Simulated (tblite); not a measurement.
**Run report: C₂H₅ClSi, geometry relaxation (part 2 of 2)**

Continued. System: C₂H₅ClSi. Method: GFN1-xTB, R-SCC (tblite 0.8.0). The geometry comes from this level: PBE0-D4/def2-TZVP.

### Trajectory as extended XYZ, continued
```
9
Properties=species:S:1:pos:R:3:forces:R:3 step=53 energy=-355.69768
C     0.3987    1.4028   -0.6661   -0.0087   0.0037  -0.0144
C     0.4782    0.4450    0.2650   -0.0045   0.0024  -0.0018
Si   -0.5670   -1.1186    0.3542    0.0066  -0.0028   0.0419
Cl    0.6089   -2.7433    0.3402   -0.0008  -0.0037   0.0098
H    -0.3204    1.3673   -1.4770    0.0062  -0.0016   0.0048
H     1.0455    2.2747   -0.6740   -0.0065  -0.0151   0.0188
H     1.2456    0.5983    1.0318    0.0113   0.0092  -0.0054
H    -1.3336   -1.1098    1.5882    0.0196   0.0004  -0.0231
H    -1.4674   -1.1628   -0.7792   -0.0231   0.0076  -0.0305
9
Properties=species:S:1:pos:R:3:forces:R:3 step=57 energy=-355.69794
C     0.3926    1.4054   -0.6623   -0.0014   0.0073   0.0094
C     0.4835    0.4409    0.2608   -0.0012  -0.0008  -0.0067
Si   -0.5658   -1.1194    0.3526   -0.0020  -0.0047  -0.0150
Cl    0.6089   -2.7448    0.3665   -0.0018  -0.0064   0.0049
H    -0.3408    1.3838   -1.4604    0.0023  -0.0166  -0.0003
H     1.0446    2.2725   -0.6721    0.0048   0.0104   0.0102
H     1.2656    0.5856    1.0150   -0.0018   0.0051  -0.0169
H    -1.3453   -1.1008    1.5757   -0.0036   0.0006   0.0077
H    -1.4548   -1.1694   -0.7930    0.0048   0.0050   0.0067
9
Properties=species:S:1:pos:R:3:forces:R:3 step=61 energy=-355.69804
C     0.3891    1.4090   -0.6591    0.0013  -0.0012  -0.0010
C     0.4860    0.4382    0.2566    0.0055  -0.0025  -0.0021
Si   -0.5655   -1.1206    0.3505    0.0010   0.0010   0.0006
Cl    0.6086   -2.7462    0.3822   -0.0045  -0.0052   0.0010
H    -0.3510    1.3909   -1.4509    0.0025   0.0028  -0.0066
H     1.0449    2.2736   -0.6688   -0.0110   0.0058   0.0022
H     1.2764    0.5782    1.0023    0.0033  -0.0027   0.0036
H    -1.3522   -1.0952    1.5696    0.0000   0.0013  -0.0010
H    -1.4477   -1.1741   -0.7996    0.0018   0.0006   0.0033
9
Properties=species:S:1:pos:R:3:forces:R:3 step=64 energy=-355.69808
C     0.3890    1.4086   -0.6593   -0.0014   0.0000  -0.0076
C     0.4867    0.4379    0.2564    0.0024  -0.0019  -0.0022
Si   -0.5654   -1.1205    0.3501    0.0120  -0.0033   0.0172
Cl    0.6074   -2.7473    0.3819   -0.0055  -0.0033  -0.0013
H    -0.3496    1.3897   -1.4531    0.0081   0.0010   0.0055
H     1.0431    2.2743   -0.6673   -0.0086   0.0083  -0.0010
H     1.2762    0.5793    1.0029   -0.0009  -0.0035   0.0016
H    -1.3509   -1.0957    1.5701    0.0002   0.0037  -0.0036
H    -1.4480   -1.1727   -0.7987   -0.0063  -0.0009  -0.0087
9
Properties=species:S:1:pos:R:3:forces:R:3 step=68 energy=-355.69818
C     0.3869    1.4104   -0.6578   -0.0005  -0.0010   0.0024
C     0.4921    0.4347    0.2519    0.0013   0.0028   0.0006
Si   -0.5629   -1.1217    0.3499    0.0000  -0.0006  -0.0040
Cl    0.6034   -2.7525    0.3933   -0.0040  -0.0024  -0.0015
H    -0.3542    1.3936   -1.4491   -0.0009  -0.0019   0.0054
H     1.0360    2.2801   -0.6630    0.0002  -0.0006  -0.0015
H     1.2852    0.5736    0.9951   -0.0040   0.0014   0.0017
H    -1.3557   -1.0905    1.5651    0.0065   0.0076  -0.0014
H    -1.4423   -1.1739   -0.8024    0.0012  -0.0053  -0.0017
9
Properties=species:S:1:pos:R:3:forces:R:3 step=71 energy=-355.69820
C     0.3854    1.4122   -0.6561    0.0009   0.0023   0.0022
C     0.4938    0.4334    0.2498   -0.0008  -0.0027   0.0014
Si   -0.5625   -1.1221    0.3490   -0.0019   0.0018  -0.0076
Cl    0.6029   -2.7531    0.4012   -0.0014  -0.0049  -0.0002
H    -0.3602    1.3990   -1.4427   -0.0058  -0.0019  -0.0035
H     1.0359    2.2808   -0.6627    0.0006  -0.0007   0.0015
H     1.2908    0.5685    0.9893    0.0020   0.0026   0.0056
H    -1.3595   -1.0861    1.5612    0.0050   0.0061   0.0013
H    -1.4380   -1.1788   -0.8061    0.0013  -0.0026  -0.0006
9
Properties=species:S:1:pos:R:3:forces:R:3 step=75 energy=-355.69825
C     0.3836    1.4133   -0.6542   -0.0016  -0.0002  -0.0025
C     0.4978    0.4314    0.2475   -0.0020  -0.0022   0.0010
Si   -0.5606   -1.1228    0.3463    0.0044  -0.0019   0.0051
Cl    0.5979   -2.7585    0.4078   -0.0006   0.0012  -0.0017
H    -0.3644    1.4001   -1.4390    0.0009  -0.0005   0.0009
H     1.0311    2.2841   -0.6597    0.0011   0.0007   0.0012
H     1.2956    0.5663    0.9864   -0.0009   0.0002  -0.0016
H    -1.3584   -1.0782    1.5575   -0.0008   0.0019   0.0016
H    -1.4341   -1.1821   -0.8098   -0.0005   0.0007  -0.0041
9
Properties=species:S:1:pos:R:3:forces:R:3 step=78 energy=-355.69825
C     0.3845    1.4125   -0.6551   -0.0005  -0.0008   0.0003
C     0.4966    0.4322    0.2487   -0.0003   0.0001  -0.0004
Si   -0.5608   -1.1226    0.3469   -0.0007  -0.0003   0.0006
Cl    0.5984   -2.7580    0.4034   -0.0001   0.0002  -0.0013
H    -0.3615    1.3975   -1.4417    0.0001   0.0004  -0.0006
H     1.0316    2.2837   -0.6603   -0.0002  -0.0010   0.0009
H     1.2925    0.5688    0.9894   -0.0004   0.0000  -0.0007
H    -1.3566   -1.0802    1.5596   -0.0002   0.0014   0.0009
H    -1.4362   -1.1800   -0.8081    0.0023   0.0001   0.0002
9
Properties=species:S:1:pos:R:3:forces:R:3 step=82 energy=-355.69826
C     0.3842    1.4125   -0.6550    0.0001   0.0001   0.0002
C     0.4967    0.4320    0.2486    0.0002   0.0002  -0.0003
Si   -0.5607   -1.1227    0.3471   -0.0007   0.0001  -0.0003
Cl    0.5982   -2.7583    0.4035    0.0001  -0.0001   0.0001
H    -0.3618    1.3977   -1.4415    0.0000   0.0001  -0.0002
H     1.0313    2.2836   -0.6599   -0.0003  -0.0003   0.0001
H     1.2928    0.5686    0.9890    0.0002   0.0000   0.0002
H    -1.3567   -1.0793    1.5596    0.0001  -0.0001  -0.0001
H    -1.4354   -1.1803   -0.8085    0.0003   0.0000   0.0005
```

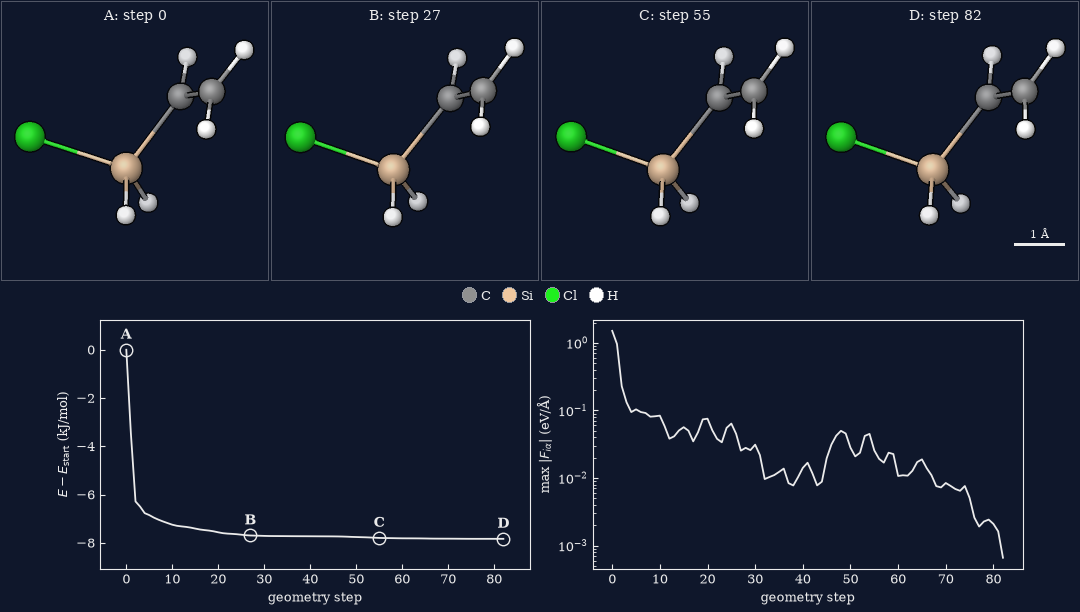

Frames of the relaxation (ball-and-stick view, seen at a tilt) above the curves, on which the letters mark them (steps are counted from 0).

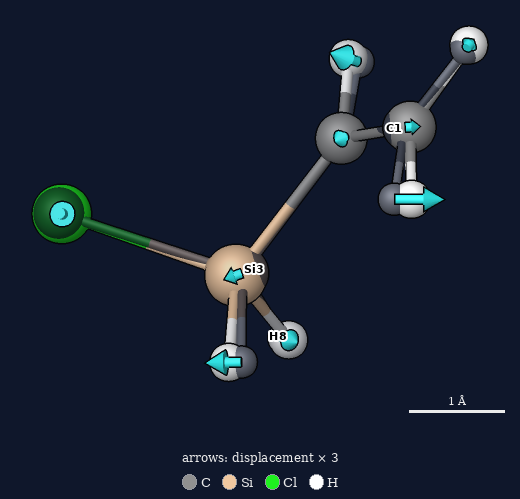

Start (faint) and end (solid) with the displacements as teal arrows, magnified 3 times (ball-and-stick view, seen at a tilt). The two geometries are laid on each other by the best rigid fit. H5 moves most after the best rigid fit: 0.18 Å. Largest moves by element: H 0.18 Å, Cl 0.14 Å, Si 0.07 Å, C 0.07 Å. Among the contacts that change: Si3–Cl4 2.061 → 2.005 Å, C2–Si3 1.848 → 1.883 Å, Si3–H8 1.483 → 1.451 Å, C1–C2 1.330 → 1.338 Å. Among the angles that change: C1–C2–Si3 121.7° → 126.4°, C1–C2–H7 118.8° → 115.2°, C2–Si3–H8 111.9° → 109.1°. Over 82 geometry steps the energy falls by 7.83 kJ/mol. The largest force component goes from 1.5 to 0.00066 eV/Å. (Atoms are counted from 1 in the order of the input.)

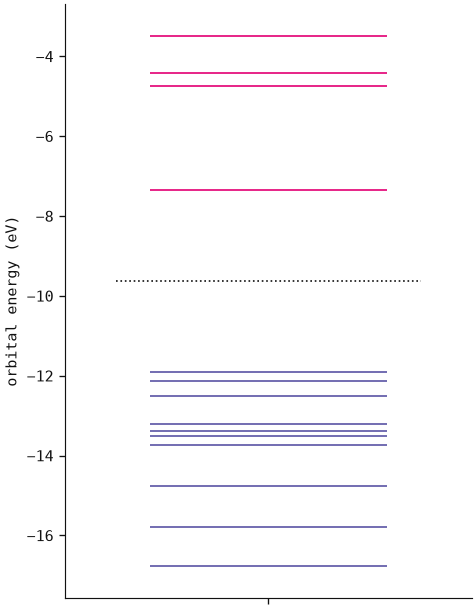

Orbital energies near the frontier; the dotted line parts filled from empty levels, and levels within 0.02 eV of each other stand side by side. Highest filled −11.90 eV, lowest empty −7.34 eV, 4.56 eV apart.

This output came from the following input.

### Input file (job.py)
```python
import json
import numpy as np
from tblite.interface import Calculator
from tblite.interface import symbols_to_numbers
from scipy.optimize import minimize

symbols = list(map(str, np.loadtxt("input.xyz", skiprows=2, usecols=0, dtype=str, ndmin=1)))
numbers = np.array(symbols_to_numbers(symbols))
positions = np.loadtxt("input.xyz", skiprows=2, usecols=(1, 2, 3), ndmin=2) / 0.5291772

xtb = Calculator("GFN1-xTB", numbers, positions, charge=0, uhf=0)
xtb.set("verbosity", 0)
xtb.set("accuracy", 0.01)
last, frames, energies, grads = [None], [], [], []

def fun(x):
    xtb.update(x.reshape(-1, 3))
    last[0] = xtb.singlepoint(last[0])
    return float(last[0].get('energy')), last[0].get('gradient').ravel()

def show(x):
    e, g = fun(x)
    frames.append(x.reshape(-1, 3).tolist())
    energies.append(e)
    grads.append(g.reshape(-1, 3).tolist())
    print(f"{len(energies) - 1:4d} {e:16.9f} {np.abs(g).max():12.3e} {np.linalg.norm(g):12.3e}")

print("step      energy/Eh       max grad     grad norm")
show(positions.ravel())
opt = minimize(fun, positions.ravel(), jac=True, method="BFGS", callback=show, options={"gtol": 3e-05, "maxiter": 500})
print("converged:", opt.success, "-", opt.message)
fun(opt.x)
sp = last[0]
final = opt.x.reshape(-1, 3)
print("final geometry (angstrom)")
for s, p in zip(symbols, final * 0.529177210903):
    print(f"{s:<2} {p[0]:12.6f} {p[1]:12.6f} {p[2]:12.6f}")
print(f"total energy: {sp.get('energy') * 627.5095:.8f} kcal/mol")
eps = np.atleast_2d(sp.get("orbital-energies")) * 27.211386
occ = np.atleast_2d(sp.get("orbital-occupations"))
filled = occ.sum(axis=0) if eps.shape[0] == 1 else occ[0]
homo = np.nonzero(filled > 0.5)[0].max()
print("  MO   occupation   energy/eV")
for i in range(max(0, homo - 4), min(eps.shape[1], homo + 5)):
    print(f"{i + 1:4d} {filled[i]:10.4f} {eps[0, i]:12.4f}")
mu = sp.get("dipole") * 2.541746
print(f"Dipole moment: {np.linalg.norm(mu):.4f} D, components " + " ".join(f"{c:.4f}" for c in mu))
q = sp.get("charges")
print("Charges:", " ".join(f"{s}{i + 1}={c:+.4f}" for i, (s, c) in enumerate(zip(symbols, q))))
out = {k: np.asarray(sp.get(k)).tolist() for k in ("energy", "gradient", "charges", "dipole", "orbital-energies", "orbital-occupations")}
out.update(symbols=symbols, positions=(positions * 0.529177210903).tolist(), final=final.tolist(), frames=frames, step_energies=energies, grads=grads, success=bool(opt.success))
json.dump(out, open("results.json", "w"))
```

### File input.xyz
```
9

C      0.396300     1.358000    -0.670900
C      0.503500     0.462500     0.307200
Si    -0.556200    -1.050900     0.359200
Cl     0.613200    -2.745400     0.263100
H     -0.307800     1.229100    -1.488500
H      1.004400     2.257700    -0.701800
H      1.229100     0.635300     1.099800
H     -1.324800    -1.144200     1.623700
H     -1.469200    -1.048400    -0.808900
```

Command:
```bash
python job.py
```

### Summary

```json
{"quantity": "outcome", "value": "converged"}
{"quantity": "total energy", "value": "−13.071670 hartree"}
{"quantity": "basis functions", "value": "36"}
{"quantity": "largest force", "value": "0.001 eV/Å"}
{"quantity": "HOMO", "value": "−11.90 eV"}
{"quantity": "LUMO", "value": "−7.34 eV"}
{"quantity": "dipole moment", "value": "1.29 D"}
{"quantity": "hardware", "value": "1 thread of Intel Xeon @ 2.50GHz (Skylake/Cascade Lake), 189 GiB of memory available, shared host"}
{"quantity": "wall time", "value": "3.3 s"}
{"quantity": "peak memory", "value": "0.084 GiB"}
```
